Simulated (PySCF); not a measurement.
Geometry relaxation of BSiH3ClF (part 2 of 4)

Continued. System: BSiH3ClF. Method: HF/pcseg-0, RHF (PySCF 2.14.0). The geometry: force field.

Geometry of the input (Å):
```
F  -1.2745  -1.7116  0.6733
B  -0.0420  -1.1419  0.2646
Si 0.1295  0.7580  -0.1067
Cl -1.0449  1.3194  -1.6575
H  0.8915  -1.8688  0.1389
H  -0.1787  1.5372  1.1145
H  1.5804  1.0397  -0.4728
```

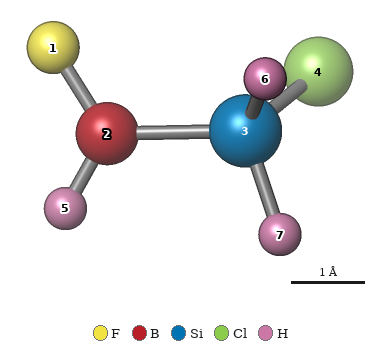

Fig. 1: The structure as given in the input (ball-and-stick view, seen at a tilt; atoms are numbered from 1 in the order of the input).

**Output, continued**
```
--------------- RHF_Scanner gradients ---------------
         x                y                z
0 F     0.0004374812     0.0042662529    -0.0005945366
1 B    -0.0000627850    -0.0074185436    -0.0024880926
2 Si    -0.0035691944     0.0054009676     0.0009177743
3 Cl     0.0007325977    -0.0017612114     0.0019554113
4 H     0.0011901316    -0.0011733178    -0.0000674754
5 H     0.0016006432     0.0008863525    -0.0004951120
6 H    -0.0003288742    -0.0002005002     0.0007720310
----------------------------------------------
cycle 11: E = -873.028415954  dE = -3.58279e-06  norm(grad) = 0.0117185
Step   10 : Displace = 1.997e-01/3.501e-01 (rms/max) Trust = 3.000e-01 (=) Grad = 4.429e-03/7.825e-03 (rms/max) E (change) = -873.0284159535 (-3.583e-06) Quality = 0.028
Hessian Eigenvalues: 7.48185e-04 2.56458e-02 4.99999e-02 ... 2.56270e-01 4.33618e-01 1.08894e+00

Geometry optimization cycle 12
Cartesian coordinates (Angstrom)
 Atom        New coordinates             dX        dY        dZ
   F  -1.199969  -1.616914   0.818578   -0.061375 -0.029706 -0.108107
   B  -0.021397  -1.230452   0.242024    0.000153  0.000374  0.019476
  Si   0.245230   0.809705   0.021716   -0.007758 -0.010318 -0.032841
  Cl  -1.045378   1.156456  -1.768962   -0.062359  0.091801  0.025244
   H   0.732041  -2.064521  -0.119764    0.094976  0.009305  0.157797
   H  -0.257929   1.661263   1.106666    0.045980 -0.027072  0.010101
   H   1.608701   1.216461  -0.345958   -0.009617 -0.034384 -0.071670
converged SCF energy = -873.028600874836
--------------- RHF_Scanner gradients ---------------
         x                y                z
0 F    -0.0001525755     0.0018922936    -0.0003480463
1 B    -0.0007125353    -0.0039084060    -0.0011185190
2 Si    -0.0011402542     0.0027502300    -0.0000713344
3 Cl     0.0001509480    -0.0009106295     0.0010214292
4 H     0.0011528098    -0.0002414907     0.0002760069
5 H     0.0008651919     0.0003759550    -0.0001830482
6 H    -0.0001635848     0.0000420476     0.0004235117
----------------------------------------------
cycle 12: E = -873.028600875  dE = -0.000184921  norm(grad) = 0.00584113
Step   11 : Displace = 1.030e-01/1.814e-01 (rms/max) Trust = 9.983e-02 (-) Grad = 2.208e-03/4.127e-03 (rms/max) E (change) = -873.0286008748 (-1.849e-04) Quality = 0.801
Hessian Eigenvalues: 1.39983e-03 2.56316e-02 4.99999e-02 ... 2.54268e-01 4.32876e-01 6.79580e-01

Geometry optimization cycle 13
Cartesian coordinates (Angstrom)
 Atom        New coordinates             dX        dY        dZ
   F  -1.166852  -1.618591   0.886050    0.033117 -0.001677  0.067472
   B  -0.027429  -1.228373   0.237608   -0.006032  0.002079 -0.004416
  Si   0.246228   0.811760   0.030849    0.000998  0.002055  0.009133
  Cl  -1.010567   1.135952  -1.790476    0.034811 -0.020504 -0.021514
   H   0.690554  -2.058690  -0.196991   -0.041487  0.005831 -0.077227
   H  -0.285193   1.666616   1.099289   -0.027264  0.005353 -0.007378
   H   1.614560   1.223324  -0.312027    0.005859  0.006863  0.033930
converged SCF energy = -873.028787906961
--------------- RHF_Scanner gradients ---------------
         x                y                z
0 F    -0.0002038737     0.0018496406    -0.0002924125
1 B    -0.0008781021    -0.0040036399    -0.0010551493
2 Si    -0.0008986745     0.0028148017    -0.0001307448
3 Cl     0.0000853064    -0.0009061644     0.0009986163
4 H     0.0012158385    -0.0001918590     0.0001665894
5 H     0.0008605100     0.0003413821    -0.0001282699
6 H    -0.0001810045     0.0000958388     0.0004413707
----------------------------------------------
cycle 13: E = -873.028787907  dE = -0.000187032  norm(grad) = 0.00588968
Step   12 : Displace = 5.018e-02/8.541e-02 (rms/max) Trust = 1.412e-01 (+) Grad = 2.226e-03/4.232e-03 (rms/max) E (change) = -873.0287879070 (-1.870e-04) Quality = 2.025
Eigenvalues below 1.0000e-05 (-6.7500e-05) - returning guess
Hessian Eigenvalues: 2.30000e-02 2.63369e-02 5.00000e-02 ... 2.24834e-01 2.61235e-01 5.14071e-01

Geometry optimization cycle 14
Cartesian coordinates (Angstrom)
 Atom        New coordinates             dX        dY        dZ
   F  -1.156364  -1.661388   0.901626    0.010488 -0.042798  0.015576
   B  -0.039852  -1.216911   0.247202   -0.012422  0.011462  0.009594
  Si   0.245906   0.811177   0.029017   -0.000321 -0.000583 -0.001832
  Cl  -0.998745   1.155456  -1.800663    0.011822  0.019504 -0.010186
   H   0.678870  -2.035397  -0.203835   -0.011684  0.023292 -0.006844
   H  -0.286571   1.667880   1.096268   -0.001378  0.001264 -0.003021
   H   1.618056   1.211184  -0.315315    0.003496 -0.012140 -0.003288
converged SCF energy = -873.028877655426
--------------- RHF_Scanner gradients ---------------
         x                y                z
0 F     0.0000572252    -0.0021463268    -0.0007184110
1 B    -0.0009046616     0.0017078853     0.0000024595
2 Si     0.0015003762     0.0004489277    -0.0004907880
3 Cl    -0.0003482979    -0.0003916315     0.0001676220
4 H    -0.0007059428    -0.0001615597     0.0010457143
5 H     0.0003702536    -0.0001198605     0.0001067625
6 H     0.0000310473     0.0006625655    -0.0001133592
----------------------------------------------
cycle 14: E = -873.028877655  dE = -8.97485e-05  norm(grad) = 0.00375385
Step   13 : Displace = 2.408e-02/4.704e-02 (rms/max) Trust = 1.997e-01 (+) Grad = 1.419e-03/2.264e-03 (rms/max) E (change) = -873.0288776554 (-8.975e-05) Quality = 0.520
Hessian Eigenvalues: 1.87462e-02 2.63388e-02 5.00000e-02 ... 2.58787e-01 3.77386e-01 5.15625e-01

Geometry optimization cycle 15
Cartesian coordinates (Angstrom)
 Atom        New coordinates             dX        dY        dZ
   F  -1.146845  -1.643202   0.916816    0.009519  0.018186  0.015190
   B  -0.033122  -1.218077   0.245072    0.006729 -0.001166 -0.002130
  Si   0.240284   0.806281   0.029547   -0.005623 -0.004896  0.000530
  Cl  -0.991606   1.161757  -1.807959    0.007139  0.006301 -0.007296
   H   0.678203  -2.038353  -0.215361   -0.000666 -0.002955 -0.011526
   H  -0.299241   1.658903   1.097161   -0.012670 -0.008977  0.000893
   H   1.613627   1.204690  -0.310976   -0.004429 -0.006494  0.004339
converged SCF energy = -873.028992914309
--------------- RHF_Scanner gradients ---------------
         x                y                z
0 F    -0.0002048016    -0.0002407816    -0.0006137231
1 B    -0.0000162121     0.0008253839     0.0000198505
2 Si     0.0004266380    -0.0007485920     0.0004192502
3 Cl    -0.0003816208    -0.0001335522    -0.0002370656
4 H     0.0000241563     0.0001274467     0.0004590389
5 H     0.0002297876     0.0000353957     0.0002573408
6 H    -0.0000779473     0.0001346995    -0.0003046918
----------------------------------------------
cycle 15: E = -873.028992914  dE = -0.000115259  norm(grad) = 0.00166169
Step   14 : Displace = 1.395e-02/2.619e-02 (rms/max) Trust = 1.997e-01 (=) Grad = 6.281e-04/9.582e-04 (rms/max) E (change) = -873.0289929143 (-1.153e-04) Quality = 1.295
Hessian Eigenvalues: 1.18672e-02 2.64644e-02 5.00000e-02 ... 2.60151e-01 3.97250e-01 5.17726e-01

Geometry optimization cycle 16
Cartesian coordinates (Angstrom)
 Atom        New coordinates             dX        dY        dZ
   F  -1.128463  -1.640440   0.946225    0.018382  0.002762  0.029409
   B  -0.032368  -1.220721   0.242472    0.000755 -0.002643 -0.002599
  Si   0.234108   0.804601   0.027829   -0.006176 -0.001680 -0.001718
  Cl  -0.977407   1.176126  -1.819315    0.014199  0.014369 -0.011356
   H   0.669252  -2.041033  -0.233857   -0.008951 -0.002681 -0.018496
   H  -0.314751   1.653853   1.093096   -0.015511 -0.005050 -0.004065
   H   1.610929   1.199612  -0.302151   -0.002698 -0.005078  0.008825
converged SCF energy = -873.029067585595
--------------- RHF_Scanner gradients ---------------
         x                y                z
0 F    -0.0003278614     0.0004497849    -0.0003323960
1 B     0.0001370830     0.0003040578    -0.0003367410
2 Si    -0.0000334608    -0.0007860980     0.0009577010
3 Cl    -0.0002546530     0.0000802814    -0.0002814515
4 H     0.0005131308     0.0000323000     0.0003213209
5 H     0.0001271825     0.0000516381     0.0001654122
6 H    -0.0001614210    -0.0001319642    -0.0004938456
----------------------------------------------
cycle 16: E = -873.029067586  dE = -7.46713e-05  norm(grad) = 0.00174151
Step   15 : Displace = 1.936e-02/3.570e-02 (rms/max) Trust = 2.824e-01 (+) Grad = 6.582e-04/1.239e-03 (rms/max) E (change) = -873.0290675856 (-7.467e-05) Quality = 1.631
Hessian Eigenvalues: 2.95173e-03 2.75137e-02 5.00000e-02 ... 2.60044e-01 5.10185e-01 5.73281e-01

Geometry optimization cycle 17
Cartesian coordinates (Angstrom)
 Atom        New coordinates             dX        dY        dZ
   F  -1.066002  -1.645487   1.035573    0.062461 -0.005047  0.089348
   B  -0.034700  -1.226156   0.239118   -0.002332 -0.005435 -0.003355
  Si   0.218544   0.802368   0.021181   -0.015563 -0.002233 -0.006648
  Cl  -0.933182   1.212958  -1.852746    0.044226  0.036831 -0.033431
   H   0.627701  -2.043323  -0.296187   -0.041551 -0.002290 -0.062330
   H  -0.357920   1.643526   1.077658   -0.043169 -0.010327 -0.015438
   H   1.606859   1.188113  -0.270297   -0.004071 -0.011499  0.031854
converged SCF energy = -873.029238922393
--------------- RHF_Scanner gradients ---------------
         x                y                z
0 F    -0.0005475294     0.0010990176    -0.0000095761
1 B     0.0006025279    -0.0004398083    -0.0002743047
2 Si    -0.0006568770    -0.0005517264     0.0012798069
3 Cl    -0.0000436051     0.0005642785    -0.0002490961
4 H     0.0009342525    -0.0000617967     0.0000312195
5 H    -0.0000897876    -0.0000565767    -0.0000115832
6 H    -0.0001989814    -0.0005533879    -0.0007664663
----------------------------------------------
cycle 17: E = -873.029238922  dE = -0.000171337  norm(grad) = 0.00259189
Step   16 : Displace = 6.049e-02/1.114e-01 (rms/max) Trust = 3.000e-01 (+) Grad = 9.796e-04/1.541e-03 (rms/max) E (change) = -873.0292389224 (-1.713e-04) Quality = 1.537
Hessian Eigenvalues: 1.05085e-03 2.75380e-02 5.00000e-02 ... 2.60038e-01 5.13821e-01 6.31491e-01

Geometry optimization cycle 18
Cartesian coordinates (Angstrom)
 Atom        New coordinates             dX        dY        dZ
   F  -0.923889  -1.662792   1.192798    0.142113 -0.017305  0.157225
   B  -0.046716  -1.232801   0.233631   -0.012016 -0.006645 -0.005487
  Si   0.193433   0.800552   0.008643   -0.025111 -0.001816 -0.012538
  Cl  -0.849629   1.265378  -1.909243    0.083553  0.052420 -0.056498
   H   0.518722  -2.041886  -0.413523   -0.108979  0.001437 -0.117336
   H  -0.431006   1.630836   1.045921   -0.073086 -0.012690 -0.031737
   H   1.600385   1.172712  -0.203927   -0.006473 -0.015401  0.066370
converged SCF energy = -873.029528848543
--------------- RHF_Scanner gradients ---------------
         x                y                z
0 F    -0.0006650360     0.0010687617     0.0001910244
1 B     0.0007302916    -0.0009746372     0.0004589364
2 Si    -0.0008628379     0.0000630866     0.0005481005
3 Cl     0.0001946318     0.0010333183     0.0001231077
4 H     0.0010717534    -0.0000757079    -0.0002853142
5 H    -0.0002872318    -0.0002569500    -0.0001446872
6 H    -0.0001815713    -0.0008578715    -0.0008911674
----------------------------------------------
cycle 18: E = -873.029528849  dE = -0.000289926  norm(grad) = 0.00290739
Step   17 : Displace = 1.170e-01/2.140e-01 (rms/max) Trust = 3.000e-01 (=) Grad = 1.099e-03/1.301e-03 (rms/max) E (change) = -873.0295288485 (-2.899e-04) Quality = 1.710
Hessian Eigenvalues: 2.35710e-04 2.75452e-02 5.00000e-02 ... 2.74384e-01 5.12973e-01 5.80199e-01

Geometry optimization cycle 19
Cartesian coordinates (Angstrom)
 Atom        New coordinates             dX        dY        dZ
   F  -0.428541  -1.706068   1.471703    0.495349 -0.043276  0.278905
   B  -0.090599  -1.242393   0.228659   -0.043882 -0.009593 -0.004971
  Si   0.137655   0.796649  -0.021464   -0.055778 -0.003903 -0.030107
  Cl  -0.662818   1.363236  -2.012134    0.186811  0.097858 -0.102891
   H   0.112532  -2.028288  -0.626928   -0.406190  0.013597 -0.213405
   H  -0.578021   1.613100   0.966772   -0.147015 -0.017735 -0.079149
   H   1.571091   1.135764  -0.052308   -0.029294 -0.036948  0.151619
converged SCF energy = -873.030113448377
--------------- RHF_Scanner gradients ---------------
         x                y                z
0 F    -0.0001948277    -0.0009378726     0.0000744292
1 B    -0.0004349349    -0.0015715045     0.0042896779
2 Si    -0.0006690707     0.0018660460    -0.0033712811
3 Cl     0.0006319434     0.0018575124     0.0009530940
4 H     0.0010915473     0.0007810204    -0.0007783135
5 H    -0.0004412036    -0.0008239959    -0.0003179284
6 H     0.0000165462    -0.0011712059    -0.0008496781
----------------------------------------------
cycle 19: E = -873.030113448  dE = -0.0005846  norm(grad) = 0.00689293
Step   18 : Displace = 3.029e-01/5.473e-01 (rms/max) Trust = 3.000e-01 (=) Grad = 2.605e-03/4.589e-03 (rms/max) E (change) = -873.0301134484 (-5.846e-04) Quality = 1.072
Hessian Eigenvalues: 2.71665e-04 2.76119e-02 5.00000e-02 ... 2.89524e-01 5.12548e-01 6.32596e-01

Geometry optimization cycle 20
Cartesian coordinates (Angstrom)
 Atom        New coordinates             dX        dY        dZ
   F  -0.106192  -1.712022   1.510096    0.322349 -0.005954  0.038393
   B  -0.114825  -1.243842   0.223765   -0.024226 -0.001449 -0.004894
  Si   0.120682   0.794772  -0.031272   -0.016973 -0.001877 -0.009808
  Cl  -0.608608   1.376001  -2.037757    0.054210  0.012765 -0.025623
   H  -0.169765  -2.024301  -0.657296   -0.282297  0.003987 -0.030369
   H  -0.617187   1.611980   0.940884   -0.039166 -0.001120 -0.025888
   H   1.557194   1.129412   0.005881   -0.013897 -0.006352  0.058189
converged SCF energy = -873.030465460623
--------------- RHF_Scanner gradients ---------------
         x                y                z
0 F     0.0005610437    -0.0009066750    -0.0007824348
1 B    -0.0016341084    -0.0025172240     0.0053881390
2 Si    -0.0017740965     0.0026245309    -0.0051064283
3 Cl     0.0008606759     0.0014496495     0.0017778294
4 H     0.0014737944     0.0010484688    -0.0007295910
5 H    -0.0000859979    -0.0006456405    -0.0003217931
6 H     0.0005986887    -0.0010531096    -0.0002257211
----------------------------------------------
cycle 20: E = -873.030465461  dE = -0.000352012  norm(grad) = 0.00936759
Step   19 : Displace = 1.607e-01/2.809e-01 (rms/max) Trust = 3.000e-01 (=) Grad = 3.541e-03/6.168e-03 (rms/max) E (change) = -873.0304654606 (-3.520e-04) Quality = 1.422
Hessian Eigenvalues: 4.57491e-04 3.03084e-02 5.00000e-02 ... 2.60097e-01 5.15601e-01 6.00320e-01

Geometry optimization cycle 21
Cartesian coordinates (Angstrom)
 Atom        New coordinates             dX        dY        dZ
   F   0.182704  -1.692233   1.446639    0.288896  0.019789 -0.063457
   B  -0.132262  -1.236859   0.194007   -0.017437  0.006983 -0.029758
  Si   0.135320   0.793640  -0.022304    0.014638 -0.001132  0.008968
  Cl  -0.617667   1.303599  -2.038474   -0.009059 -0.072402 -0.000717
   H  -0.467850  -2.020786  -0.617015   -0.298085  0.003515  0.040282
   H  -0.601519   1.617587   0.948694    0.015668  0.005607  0.007810
   H   1.562573   1.167052   0.042754    0.005379  0.037640  0.036873
converged SCF energy = -873.030973666626
--------------- RHF_Scanner gradients ---------------
         x                y                z
0 F     0.0001861155     0.0024565087    -0.0024136291
1 B    -0.0017877131    -0.0032837653     0.0003741755
2 Si    -0.0018612983     0.0013338143    -0.0021603442
3 Cl     0.0005072635    -0.0012041281     0.0025185148
4 H     0.0009251835    -0.0002949528     0.0003235143
5 H     0.0008758606     0.0007030381     0.0001813770
6 H     0.0011545884     0.0002894852     0.0011763918
----------------------------------------------
cycle 21: E = -873.030973667  dE = -0.000508206  norm(grad) = 0.00700836
Step   20 : Displace = 1.476e-01/2.376e-01 (rms/max) Trust = 3.000e-01 (=) Grad = 2.649e-03/3.758e-03 (rms/max) E (change) = -873.0309736666 (-5.082e-04) Quality = 0.760
Hessian Eigenvalues: 4.52959e-04 2.79682e-02 5.00000e-02 ... 2.61563e-01 5.14985e-01 6.55455e-01

Geometry optimization cycle 22
Cartesian coordinates (Angstrom)
 Atom        New coordinates             dX        dY        dZ
   F   0.170541  -1.707801   1.454220   -0.012163 -0.015568  0.007582
   B  -0.123966  -1.232423   0.201595    0.008296  0.004436  0.007589
  Si   0.137018   0.790901  -0.021187    0.001698 -0.002738  0.001117
  Cl  -0.610579   1.315898  -2.043517    0.007088  0.012299 -0.005043
   H  -0.467513  -2.005165  -0.618489    0.000337  0.015621 -0.001475
   H  -0.606503   1.608938   0.949826   -0.004984 -0.008650  0.001132
   H   1.562301   1.161652   0.031852   -0.000272 -0.005400 -0.010902
converged SCF energy = -873.03113883584
--------------- RHF_Scanner gradients ---------------
         x                y                z
0 F     0.0000270997     0.0005138006    -0.0001964964
1 B     0.0003797762     0.0000402239    -0.0000586787
2 Si    -0.0014631196    -0.0002465130    -0.0010787755
3 Cl     0.0001728475    -0.0000843796     0.0005574202
4 H     0.0001312229    -0.0002527803    -0.0000465005
5 H     0.0004963418     0.0004047038     0.0002773867
6 H     0.0002558316    -0.0003750554     0.0005456441
----------------------------------------------
cycle 22: E = -873.031138836  dE = -0.000165169  norm(grad) = 0.00228906
Step   21 : Displace = 1.314e-02/1.803e-02 (rms/max) Trust = 3.000e-01 (=) Grad = 8.652e-04/1.834e-03 (rms/max) E (change) = -873.0311388358 (-1.652e-04) Quality = 1.169
Hessian Eigenvalues: 4.54542e-04 2.69147e-02 5.00000e-02 ... 2.61873e-01 5.18997e-01 5.91699e-01

Geometry optimization cycle 23
Cartesian coordinates (Angstrom)
 Atom        New coordinates             dX        dY        dZ
   F   0.219640  -1.720617   1.439439    0.049098 -0.012816 -0.014781
   B  -0.127251  -1.231041   0.204830   -0.003285  0.001381  0.003235
  Si   0.143548   0.789819  -0.019619    0.006530 -0.001082  0.001568
  Cl  -0.609882   1.315534  -2.043089    0.000697 -0.000364  0.000427
   H  -0.524975  -1.992002  -0.601843   -0.057462  0.013163  0.016646
   H  -0.605947   1.603162   0.950370    0.000557 -0.005776  0.000544
   H   1.566167   1.167145   0.024213    0.003866  0.005493 -0.007639
converged SCF energy = -873.031185037742
```
